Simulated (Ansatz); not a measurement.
C3H9AlF3OP (Al(OPMe3)F3)

```yaml
atoms:
  - { symbol: Al, position_ang: [0.7873, -1.1484, -2.2260] }
  - { symbol: O, position_ang: [0.7839, -1.1124, -0.3694] }
  - { symbol: P, position_ang: [0.0195, -0.0198, 0.4472] }
  - { symbol: C, position_ang: [0.6678, 1.6370, 0.1097] }
  - { symbol: C, position_ang: [0.2492, -0.3943, 2.2043] }
  - { symbol: C, position_ang: [-1.7524, -0.0243, 0.0728] }
  - { symbol: H, position_ang: [0.1404, 2.4084, 0.7039] }
  - { symbol: H, position_ang: [0.5129, 1.8006, -0.9759] }
  - { symbol: H, position_ang: [1.7514, 1.6553, 0.3368] }
  - { symbol: H, position_ang: [1.3326, -0.3873, 2.4330] }
  - { symbol: H, position_ang: [-0.2716, 0.3488, 2.8393] }
  - { symbol: H, position_ang: [-0.1504, -1.4064, 2.4094] }
  - { symbol: H, position_ang: [-1.8290, 0.2034, -1.0096] }
  - { symbol: H, position_ang: [-2.1614, -1.0345, 0.2685] }
  - { symbol: H, position_ang: [-2.2958, 0.7307, 0.6736] }
  - { symbol: F, position_ang: [2.3855, -0.9923, -2.7255] }
  - { symbol: F, position_ang: [-0.1411, 0.2783, -2.4979] }
  - { symbol: F, position_ang: [-0.0289, -2.5429, -2.6942] }
```

Geometry: PBE-D4/def2-SVP; not at a stationary point (largest force 1.5 eV/Å).

Method: RKS PBE0-D4/def2-TZVP (Ansatz).

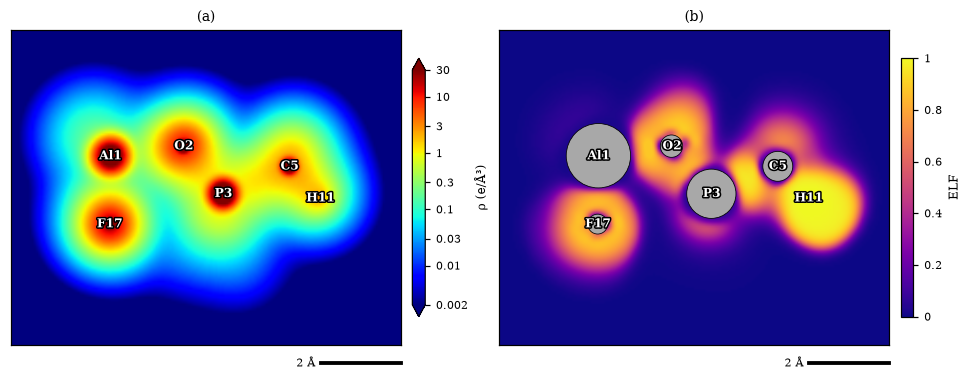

Figure 1. (a) electron density; (b) electron localisation function on the plane of atoms Al1, O2 and P3. Grey discs cover the atomic cores in the ELF map.

Describe what can be read from this map.

Answer. Atoms in the plane: Al, O, P, C, H and F.
P–O (1.56 Å): ρ at the midpoint is about 1.6 e/Å³; the ELF peaks at about 0.85 between the atoms (a polar covalent bond).
C–P (1.81 Å): the density is about 1.2 e/Å³ at the midpoint; the ELF peaks at about 0.95 between the atoms, as expected for a shared electron pair.
Al–O (1.86 Å): the density is about 0.61 e/Å³ at the midpoint; the ELF peaks at about 0.90 in the valence shell of O, 0.7 Å from its nucleus, and is about 0.55 at the midpoint.
C–H (1.11 Å): ρ at the midpoint is about 1.9 e/Å³; the ELF climbs to about 1 towards the hydrogen, as it does in any bond to H: a covalent bond by its length.
Al–F (1.72 Å): ρ is about 0.76 e/Å³ halfway; the ELF peaks at about 0.85 in the valence shell of F, 0.6 Å from its nucleus, and is about 0.40 at the midpoint.
The ELF also peaks beside F17 and O2, away from the bonds: lone-pair regions.

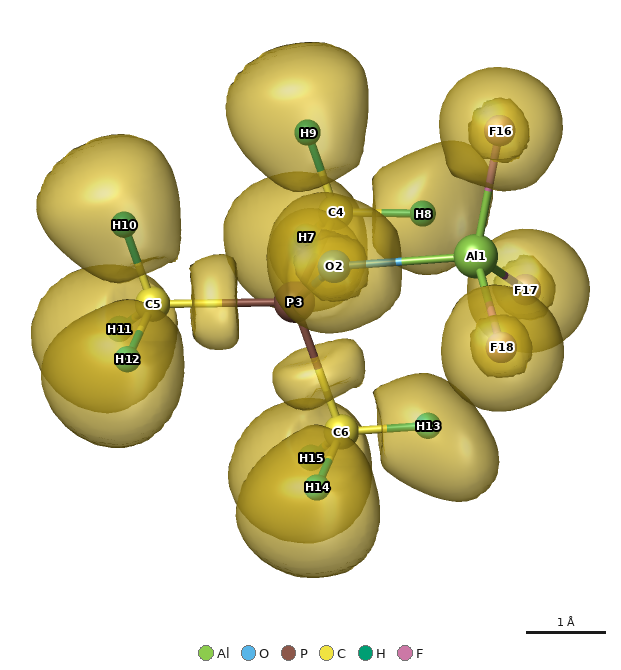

Figure 2. Isosurface of the ELF at 0.75 (yellow), seen at an oblique angle. Only the valence region is drawn (cores and ρ < 0.01 e/Å³ removed).

What do the ELF domains correspond to?

Answer. The surface consists of three regions between bonded C–P atoms (shared pairs), nine regions around hydrogen nuclei, one region on O in which the atom's valence shell and bonds are merged and three regions wrapped around F (the valence shell of each). Profiles from the grid: Al–F (1.68 Å): the ELF peaks at about 0.85 in the valence shell of F, 0.5 Å from its nucleus, and is about 0.40 at the midpoint.

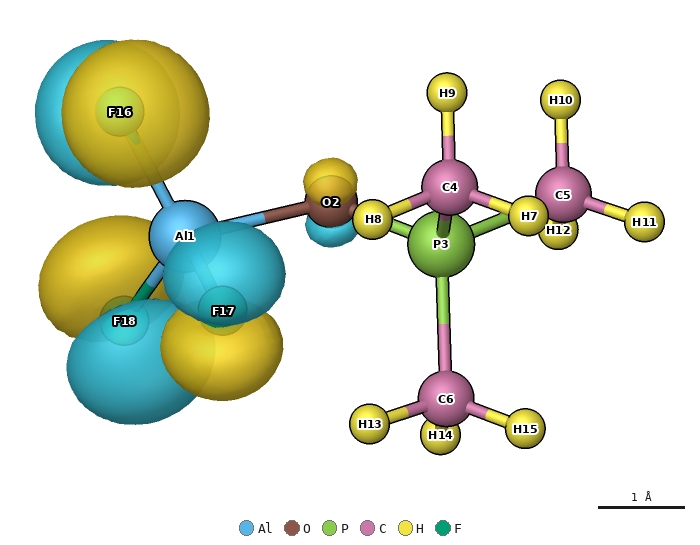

Figure 3. The HOMO−1 at ±0.1 Å⁻³ᐟ² (yellow and cyan are the two phases), seen at a tilt.

Where does this orbital lie, and at what energy?

Answer. By Hirshfeld shares it lies mainly on F18 (about 40 %), F16 (about 40 %) and F17 (about 15 %); largely a combination of lone pairs on F18, F16 and F17. Its energy is −9.71 eV.
